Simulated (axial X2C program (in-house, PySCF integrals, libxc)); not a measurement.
# All-electron X2C curves of NiN

What are the state, bond length, wavenumber and bond energy of NiN, and what does spin–orbit coupling change?

The runs use an in-house X2C program for linear molecules on PySCF integrals; all-electron X2C, Ni dyall-v3z, N dyall-v3z.

All values are calculated.

## Step 1: The job

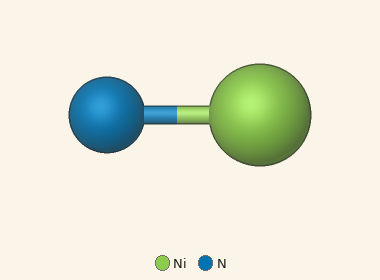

The two atoms at 1.610 Å (nickel green, nitrogen blue).

File task.json:

```json
{
 "zs": [
  28,
  7
 ],
 "q": 0,
 "bas": [
  "dyall-v3z",
  "dyall-v3z"
 ],
 "levels": [
  "PBE0",
  "HF",
  "M06",
  "PBE"
 ],
 "cc": false,
 "r0": 1.61,
 "npts": 10,
 "nst": 2,
 "ntry": 6,
 "opt": {
  "auxb": 6.0
 }
}
```

Keys: zs atomic numbers; q charge; bas basis sets; levels methods (HF also brings MP2); cc coupled cluster on or off; r0 starting distance in Å; npts points asked for on the curve; nst determinants followed; ntry starts of the search; auxb ratio of fitting exponents.

Started as:

```
python so2c.py task.json out
```

Spin-free means the one-electron spin-free X2C Hamiltonian; two-component (2c) means X2C with spin–orbit coupling and atomic mean-field two-electron Coulomb and Gaunt terms. Basis: Ni dyall-v3z contracted to [9s9p6d3f2g], N dyall-v3z contracted to [6s6p2d1f]; Gaussian nuclei, density fitting. Masses: Ni 57.935 u, N 14.003 u.

Notation: σ, π±, δ± give the projection m of an orbital's angular momentum (0, ±1, ±2), α and β its spin, Λ and M_S the sums; ω is the projection of a spinor's total angular momentum and Ω the sum. Logs are in hartree.

The results follow Hamiltonian by Hamiltonian and level by level.

## Step 2: State search with PBE0

Determinants are compared with PBE0 at 1.610 Å.

Spin-free determinants:

```json
{"ΔE (eV)": "0.00", "state": "M_S = 3/2, Λ = 0", "open shells": "beyond closed shells: σα, π+α, π-α"}
{"ΔE (eV)": "0.26", "state": "M_S = 1/2, Λ = 0", "open shells": "beyond closed shells: σβ, π+α, π-α"}
{"ΔE (eV)": "0.49", "state": "M_S = 3/2, Λ = 2", "open shells": "beyond closed shells: π+α, π-α, δ+α, δ+β, δ-α"}
{"ΔE (eV)": "0.70", "state": "M_S = 1/2, Λ = 2", "open shells": "beyond closed shells: π+α, π-α, δ+α, δ+β, δ-β"}
{"ΔE (eV)": "0.73", "state": "M_S = 1/2, Λ = 1", "open shells": "beyond closed shells: π+α"}
{"ΔE (eV)": "1.15", "state": "M_S = 1/2, Λ = 2", "open shells": "beyond closed shells: σα, π+α, π+β"}
{"ΔE (eV)": "1.15", "state": "M_S = 1/2, Λ = 0", "open shells": "beyond closed shells: σα, π+β, π-α"}
```

Two-component determinants:

```tsv
ΔE (eV)	state	open shells
0.00	Ω = 3/2	excess of +ω over −ω: ω = 3/2
0.26	Ω = 1/2	excess of +ω over −ω: 2 × ω = -1/2, ω = 3/2
0.42	Ω = 7/2	excess of +ω over −ω: ω = -1/2, ω = 3/2, ω = 5/2
0.63	Ω = 3/2	excess of +ω over −ω: ω = 1/2, ω = -3/2, ω = 5/2
0.78	Ω = 5/2	excess of +ω over −ω: ω = -1/2, 2 × ω = 3/2
1.15	Ω = 5/2	excess of +ω over −ω: 2 × ω = 1/2, ω = 3/2
1.20	Ω = 1/2	excess of +ω over −ω: ω = 1/2
```

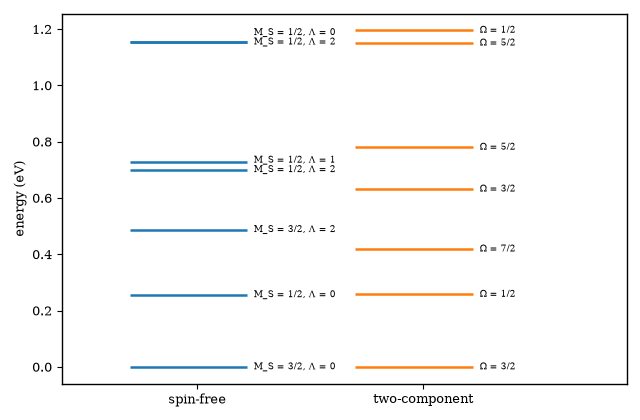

The determinants found, each set from its own lowest.

## Step 3: PBE0, spin-free

State followed: M_S = 3/2, Λ = 0 (beyond closed shells: σα, π+α, π-α). The scan is laid around 1.648 Å, a first estimate of the minimum, and this SCF restarts from the orbitals of the search.

The SCF at the reference distance of 1.648 Å:

```text
spin-free X2C-1e  PBE0
basis functions 146  fitting functions 397  grid points 5073
iter        total energy     max residual
   1      -1572.124115072     3.53e+00
   2      -1575.222293667     1.01e-01
   3      -1574.704486281     3.45e-01
   4      -1575.196260535     1.26e-01
   5      -1575.275284245     2.38e-02
   6      -1575.278443748     1.74e-03
   7      -1575.278510248     1.42e-03
   8      -1575.278553696     1.12e-03
   9      -1575.278592408     4.96e-04
  10      -1575.278607132     2.22e-04
  11      -1575.278607739     1.61e-04
  12      -1575.278607980     2.32e-05
  13      -1575.278607988     1.28e-05
  14      -1575.278607990     2.30e-06
converged
one-electron -2311.53567367  Coulomb 743.64177452  exact exchange -17.07193255  xc functional -53.24890089  nuclear repulsion 62.93612460
```

Along the bond, energies from the lowest point:

| R (Å) | E (eV) | μ (D) | HOMO (eV) | LUMO (eV) | iterations |
| --- | --- | --- | --- | --- | --- |
| 1.434 | 0.5982 | -3.34 | -6.71 | -3.15 | 15 |
| 1.500 | 0.2158 | -3.66 | -6.72 | -3.12 | 15 |
| 1.549 | 0.0735 | -3.86 | -6.74 | -3.07 | 15 |
| 1.599 | 0.0116 | -4.03 | -6.77 | -2.98 | 14 |
| 1.648 | 0.0000 | -4.17 | -6.80 | -2.87 | 14 |
| 1.706 | 0.0273 | -4.30 | -6.80 | -2.75 | 14 |
| 1.763 | 0.0862 | -4.40 | -6.66 | -2.66 | 13 |
| 1.837 | 0.1959 | -4.49 | -6.51 | -2.60 | 13 |
| 1.928 | 0.3662 | -4.57 | -6.37 | -2.56 | 13 |
| 2.060 | 0.6541 | -4.64 | -6.27 | -2.64 | 13 |

Dipoles are positive if N is the positive end.

Re = 1.637 Å, ωe = 589 cm⁻¹, Be = 0.5575 cm⁻¹, De = 2.11 eV, μ = -4.14 D.

## Step 4: HF, spin-free

Output at 1.648 Å:

```text
spin-free X2C-1e  HF
basis functions 146  fitting functions 397  grid points 5073
iter        total energy     max residual
   1      -1573.245504767     1.43e-01
   2      -1573.298676940     3.86e-02
   3      -1573.318574467     3.10e-02
   4      -1573.330942875     2.42e-02
   5      -1573.337049336     8.17e-03
   6      -1573.338403394     3.38e-03
   7      -1573.338657211     1.95e-03
   8      -1573.338711944     1.01e-03
   9      -1573.338726367     6.32e-04
  10      -1573.338733205     4.02e-04
  11      -1573.338736047     1.29e-04
  12      -1573.338736467     5.80e-05
  13      -1573.338736558     1.97e-05
  14      -1573.338736568     9.91e-06
  15      -1573.338736571     3.22e-06
  16      -1573.338736571     1.61e-06
converged
one-electron -2312.75986161  Coulomb 745.11367629  exact exchange -68.62867585  xc functional 0.00000000  nuclear repulsion 62.93612460
```

No constants are quoted: too few points lie around the minimum for a second fit to confirm the first.

## Step 5: M06, spin-free

Output at 1.648 Å:

```text
spin-free X2C-1e  M06
basis functions 146  fitting functions 397  grid points 5073
iter        total energy     max residual
   1      -1575.513963568     6.67e-02
   2      -1575.518572237     1.29e-02
   3      -1575.503464883     4.70e-02
   4      -1575.519674549     4.75e-03
   5      -1575.519790397     4.77e-03
   6      -1575.519953244     1.47e-03
   7      -1575.520069662     1.44e-03
   8      -1575.520149260     6.49e-04
   9      -1575.520162695     1.29e-04
  10      -1575.520165099     1.16e-04
  11      -1575.520165279     3.81e-05
  12      -1575.520165307     6.46e-06
  13      -1575.520165308     3.72e-06
converged
one-electron -2311.55536141  Coulomb 743.65947798  exact exchange -18.43040744  xc functional -52.12999903  nuclear repulsion 62.93612460
```

Re = 1.625 Å, ωe = 706 cm⁻¹, ωexe = 16.8 cm⁻¹, Be = 0.5661 cm⁻¹, De = 2.04 eV, μ = -3.94 D.

## Step 6: PBE, spin-free

The SCF at the reference distance of 1.648 Å:

```text
spin-free X2C-1e  PBE
basis functions 146  fitting functions 397  grid points 5073
iter        total energy     max residual
   1      -1575.455945695     4.77e-02
   2      -1575.456866192     4.44e-02
   3      -1575.286453943     1.78e-01
   4      -1575.441090445     7.07e-02
   5      -1575.467735517     1.04e-02
   6      -1575.468440069     1.94e-03
   7      -1575.468470617     1.23e-03
   8      -1575.468477886     1.90e-04
   9      -1575.468477910     2.75e-04
  10      -1575.468478335     6.97e-05
  11      -1575.468478358     2.87e-05
  12      -1575.468478362     1.77e-06
  13      -1575.468478362     4.84e-07
converged
one-electron -2310.79418904  Coulomb 742.82958204  exact exchange 0.00000000  xc functional -70.43999596  nuclear repulsion 62.93612460
```

Re = 1.607 Å, ωe = 854 cm⁻¹, ωexe = 6.47 cm⁻¹, Be = 0.579 cm⁻¹, De = 3.47 eV, μ = -3.48 D.

## Step 7: MP2, spin-free

Correlated methods: 15 electrons correlated (frozen shells, counted by type: Ni 3 s, 2 p; N 1 s), 231 virtual spinors in MP2.

MP2: Re = 1.718 Å, ωe = 497 cm⁻¹, Be = 0.5062 cm⁻¹, De = 1.83 eV.

## Step 8: A higher determinant, spin-free

State: M_S = 1/2, Λ = 0 (beyond closed shells: σβ, π+α, π-α).

Output at the reference distance:

```text
spin-free X2C-1e  PBE0
basis functions 146  fitting functions 397  grid points 5073
iter        total energy     max residual
   1      -1572.085310731     3.52e+00
   2      -1575.214867043     9.88e-02
   3      -1574.855322755     2.96e-01
   4      -1575.226013510     9.20e-02
   5      -1575.268275998     2.26e-02
   6      -1575.270953607     3.31e-03
   7      -1575.271031694     1.00e-03
   8      -1575.271064427     1.01e-03
   9      -1575.271085722     3.67e-04
  10      -1575.271089018     7.76e-05
  11      -1575.271089140     4.55e-05
  12      -1575.271089157     4.82e-06
  13      -1575.271089157     3.75e-06
converged
one-electron -2311.39725753  Coulomb 743.51854453  exact exchange -17.07932530  xc functional -53.24917546  nuclear repulsion 62.93612460
```

| R (Å) | E above the lowest PBE0 point (eV) |
| --- | --- |
| 1.434 | 1.043 |
| 1.500 | 0.612 |
| 1.549 | 0.414 |
| 1.599 | 0.284 |
| 1.648 | 0.205 |
| 1.706 | 0.164 |
| 1.763 | 0.168 |
| 1.837 | 0.224 |
| 1.928 | 0.346 |

Re = 1.728 Å, ωe = 546 cm⁻¹, Be = 0.5007 cm⁻¹, μ = -3.90 D. ⟨S²⟩ = 1.83 against 0.75 for a pure state, so this determinant mixes spins. Te = 0.16 eV.

## Step 9: The spin-free curves together

Energy (eV) of the followed determinant, spin-free, from each level's lowest point:

| R (Å) | PBE0 | HF | MP2 | M06 | PBE |
| --- | --- | --- | --- | --- | --- |
| 1.434 | 0.598 | 3.079 | 0.358 | 0.674 | 0.647 |
| 1.500 | 0.216 | 2.137 | 0.245 | 0.239 | 0.215 |
| 1.549 | 0.074 | 1.574 | 0.152 | 0.072 | 0.055 |
| 1.599 | 0.012 | 1.122 | 0.076 | 0.002 | 0.000 |
| 1.648 | 0.000 | 0.769 | 0.026 | 0.000 | 0.023 |
| 1.706 | 0.027 | 0.462 | 0.000 | 0.047 | 0.120 |
| 1.763 | 0.086 | 0.248 | 0.009 | 0.124 | 0.271 |
| 1.837 | 0.196 | 0.081 | 0.065 | 0.250 | 0.509 |
| 1.928 | 0.366 | 0.000 | 0.189 | 0.436 | 0.832 |
| 2.060 | 0.654 | 0.042 | 0.448 | 0.739 | 1.302 |

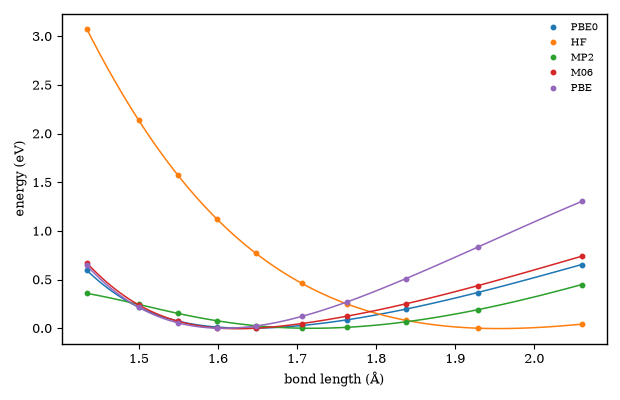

Curves of the followed state, spin-free, each from its own lowest point.

## Step 10: PBE0, 2c

State followed: Ω = 3/2 (excess of +ω over −ω: ω = 3/2). The scan is laid around 1.648 Å, a first estimate of the minimum, and this SCF restarts from the orbitals of the search.

Output at 1.648 Å:

```text
two-component X2C + atomic mean field  PBE0
basis functions 146  fitting functions 397  grid points 5073
iter        total energy     max residual
   1      -1571.669971222     3.55e+00
   2      -1574.791466712     1.01e-01
   3      -1574.270230634     3.47e-01
   4      -1574.765609658     1.26e-01
   5      -1574.844638988     2.39e-02
   6      -1574.847831421     1.74e-03
   7      -1574.847898503     1.44e-03
   8      -1574.847942140     1.12e-03
   9      -1574.847980747     4.95e-04
  10      -1574.847995424     2.19e-04
  11      -1574.847996046     1.58e-04
  12      -1574.847996292     2.22e-05
  13      -1574.847996303     1.25e-05
  14      -1574.847996306     7.05e-06
  15      -1574.847996307     4.39e-06
converged
one-electron -2310.46024188  Coulomb 743.42998105  exact exchange -17.06730455  xc functional -53.23424302  nuclear repulsion 62.93612460  atomic mean-field constant -0.45231252
```

Along the bond, energies from the lowest point:

| R (Å) | E (eV) | μ (D) | HOMO (eV) | LUMO (eV) | iterations |
| --- | --- | --- | --- | --- | --- |
| 1.434 | 0.6034 | -3.34 | -6.68 | -3.15 | 14 |
| 1.500 | 0.2194 | -3.66 | -6.69 | -3.12 | 15 |
| 1.549 | 0.0759 | -3.86 | -6.71 | -3.07 | 15 |
| 1.599 | 0.0127 | -4.03 | -6.74 | -2.97 | 14 |
| 1.648 | 0.0000 | -4.17 | -6.77 | -2.86 | 15 |
| 1.706 | 0.0262 | -4.30 | -6.74 | -2.75 | 14 |
| 1.763 | 0.0842 | -4.39 | -6.59 | -2.66 | 14 |
| 1.837 | 0.1929 | -4.49 | -6.43 | -2.60 | 14 |
| 1.928 | 0.3623 | -4.57 | -6.30 | -2.56 | 15 |
| 2.060 | 0.6491 | -4.64 | -6.20 | -2.63 | 16 |

Dipoles are positive if N is the positive end.

Re = 1.639 Å, ωe = 587 cm⁻¹, Be = 0.5565 cm⁻¹, De = 2.10 eV, μ = -4.15 D.

## Step 11: HF, 2c

Output at 1.648 Å:

```text
two-component X2C + atomic mean field  HF
basis functions 146  fitting functions 397  grid points 5073
iter        total energy     max residual
   1      -1572.815666921     1.43e-01
   2      -1572.868877564     3.84e-02
   3      -1572.888765660     3.09e-02
   4      -1572.901119578     2.40e-02
   5      -1572.907262225     8.29e-03
   6      -1572.908564832     3.39e-03
   7      -1572.908835992     1.94e-03
   8      -1572.908904852     1.67e-03
   9      -1572.908934361     1.64e-03
  10      -1572.908960375     1.60e-03
  11      -1572.908987560     1.55e-03
  12      -1572.909015752     1.49e-03
  13      -1572.909081881     1.34e-03
  14      -1572.909156961     1.13e-03
  15      -1572.909282000     6.47e-04
  16      -1572.909282312     6.46e-04
  17      -1572.909331683     5.78e-04
  18      -1572.909333772     2.79e-04
  19      -1572.909339688     1.12e-04
  20      -1572.909341238     8.85e-05
  21      -1572.909342153     6.19e-05
  22      -1572.909342536     6.13e-05
  23      -1572.909342741     5.63e-05
  24      -1572.909342789     1.47e-05
  25      -1572.909342814     2.50e-05
  26      -1572.909342820     5.32e-06
  27      -1572.909342822     2.01e-06
converged
one-electron -2311.64597744  Coulomb 744.85705025  exact exchange -68.60422772  xc functional 0.00000000  nuclear repulsion 62.93612460  atomic mean-field constant -0.45231252
```

No constants are quoted: too few points lie around the minimum for a second fit to confirm the first.

## Step 12: M06, 2c

The SCF at the reference distance of 1.648 Å:

```text
two-component X2C + atomic mean field  M06
basis functions 146  fitting functions 397  grid points 5073
iter        total energy     max residual
   1      -1575.083507259     6.67e-02
   2      -1575.088117262     1.29e-02
   3      -1575.072883424     4.70e-02
   4      -1575.089233614     4.77e-03
   5      -1575.089354506     4.76e-03
   6      -1575.089519008     1.46e-03
   7      -1575.089638809     1.40e-03
   8      -1575.089718891     6.36e-04
   9      -1575.089732787     1.78e-04
  10      -1575.089735850     1.20e-04
  11      -1575.089736420     1.03e-04
  12      -1575.089736754     8.27e-05
  13      -1575.089737057     6.32e-05
  14      -1575.089737388     2.50e-05
  15      -1575.089737454     5.36e-06
  16      -1575.089737455     1.38e-06
converged
one-electron -2310.46765179  Coulomb 743.43456042  exact exchange -18.42526960  xc functional -52.11518856  nuclear repulsion 62.93612460  atomic mean-field constant -0.45231252
```

Re = 1.627 Å, ωe = 695 cm⁻¹, ωexe = 16.5 cm⁻¹, Be = 0.5647 cm⁻¹, De = 1.97 eV, μ = -3.94 D.

## Step 13: PBE, 2c

Output at 1.648 Å:

```text
two-component X2C + atomic mean field  PBE
basis functions 146  fitting functions 397  grid points 5073
iter        total energy     max residual
   1      -1575.025056869     4.78e-02
   2      -1575.025982947     4.45e-02
   3      -1574.856153117     1.78e-01
   4      -1575.010086198     7.08e-02
   5      -1575.036859205     1.04e-02
   6      -1575.037561759     1.97e-03
   7      -1575.037592494     1.20e-03
   8      -1575.037599515     1.80e-04
   9      -1575.037599525     2.68e-04
  10      -1575.037599933     6.98e-05
  11      -1575.037599955     2.87e-05
  12      -1575.037599959     1.81e-06
  13      -1575.037599960     4.94e-07
converged
one-electron -2309.71825578  Coulomb 742.61727816  exact exchange 0.00000000  xc functional -70.42043443  nuclear repulsion 62.93612460  atomic mean-field constant -0.45231252
```

Re = 1.607 Å, ωe = 853 cm⁻¹, ωexe = 6.47 cm⁻¹, Be = 0.5786 cm⁻¹, De = 3.46 eV, μ = -3.48 D.

## Step 14: Correlated methods, 2c

Correlated methods: 15 electrons correlated (frozen shells, counted by type: Ni 3 s, 2 p; N 1 s), 231 virtual spinors in MP2.

MP2: Re = 1.729 Å, ωe = 504 cm⁻¹, Be = 0.5002 cm⁻¹, De = 1.83 eV.

## Step 15: A higher determinant, 2c

State: Ω = 1/2 (excess of +ω over −ω: 2 × ω = -1/2, ω = 3/2).

Output at the reference distance:

```text
two-component X2C + atomic mean field  PBE0
basis functions 146  fitting functions 397  grid points 5073
iter        total energy     max residual
   1      -1571.631009875     3.54e+00
   2      -1574.783928195     9.94e-02
   3      -1574.419941421     2.98e-01
   4      -1574.794854287     9.25e-02
   5      -1574.837590394     2.27e-02
   6      -1574.840284104     3.30e-03
   7      -1574.840362300     9.93e-04
   8      -1574.840395109     1.01e-03
   9      -1574.840416533     3.69e-04
  10      -1574.840419892     7.76e-05
  11      -1574.840420025     4.59e-05
  12      -1574.840420046     8.66e-06
  13      -1574.840420049     6.47e-06
  14      -1574.840420050     4.31e-06
converged
one-electron -2310.32193317  Coulomb 743.30702030  exact exchange -17.07470827  xc functional -53.23461099  nuclear repulsion 62.93612460  atomic mean-field constant -0.45231252
```

| R (Å) | E above the lowest PBE0 point (eV) |
| --- | --- |
| 1.434 | 1.049 |
| 1.500 | 0.616 |
| 1.549 | 0.418 |
| 1.599 | 0.286 |
| 1.648 | 0.206 |
| 1.706 | 0.164 |
| 1.763 | 0.168 |
| 1.837 | 0.222 |
| 1.928 | 0.343 |

Re = 1.729 Å, ωe = 545 cm⁻¹, Be = 0.5 cm⁻¹, μ = -3.90 D. Te = 0.16 eV.

## Step 16: The 2c curves together

Energy (eV) of the followed determinant, 2c, from each level's lowest point:

| R (Å) | PBE0 | HF | MP2 | M06 | PBE |
| --- | --- | --- | --- | --- | --- |
| 1.434 | 0.603 | 3.108 | 0.400 | 0.681 | 0.651 |
| 1.500 | 0.219 | 2.160 | 0.278 | 0.244 | 0.217 |
| 1.549 | 0.076 | 1.593 | 0.177 | 0.076 | 0.056 |
| 1.599 | 0.013 | 1.138 | 0.092 | 0.004 | 0.000 |
| 1.648 | 0.000 | 0.782 | 0.033 | 0.000 | 0.022 |
| 1.706 | 0.026 | 0.472 | 0.000 | 0.045 | 0.119 |
| 1.763 | 0.084 | 0.255 | 0.003 | 0.118 | 0.268 |
| 1.837 | 0.193 | 0.085 | 0.054 | 0.241 | 0.505 |
| 1.928 | 0.362 | 0.000 | 0.172 | 0.424 | 0.827 |
| 2.060 | 0.649 | 0.032 | 0.423 | 0.724 | 1.297 |

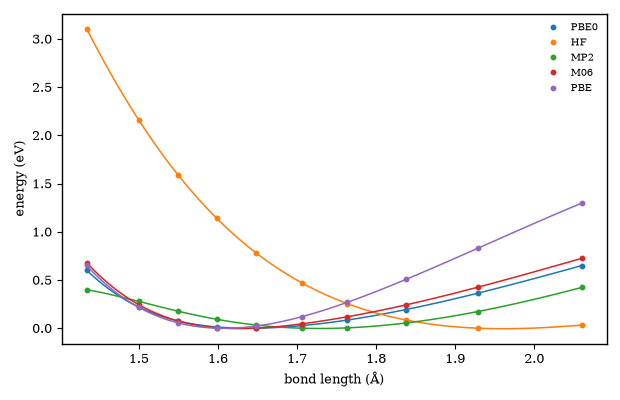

Curves of the followed state, 2c, each from its own lowest point.

The whole job took 1.7 min on 1 thread, shared host.

## Step 17: Constants

```tsv
Hamiltonian	level	Re (Å)	ωe (cm⁻¹)	De (eV)
spin-free	PBE0	1.637	589	2.11
spin-free	MP2	1.718	497	1.83
spin-free	M06	1.625	706	2.04
spin-free	PBE	1.607	854	3.47
2c	PBE0	1.639	587	2.10
2c	MP2	1.729	504	1.83
2c	M06	1.627	695	1.97
2c	PBE	1.607	853	3.46
```

**Reading.** One setting of the input is poor: density fitting set too sparse (a ratio of 6 between fitting exponents, against the usual 2). The numbers above are not properties of NiN; the cure is to run again with the usual setting.
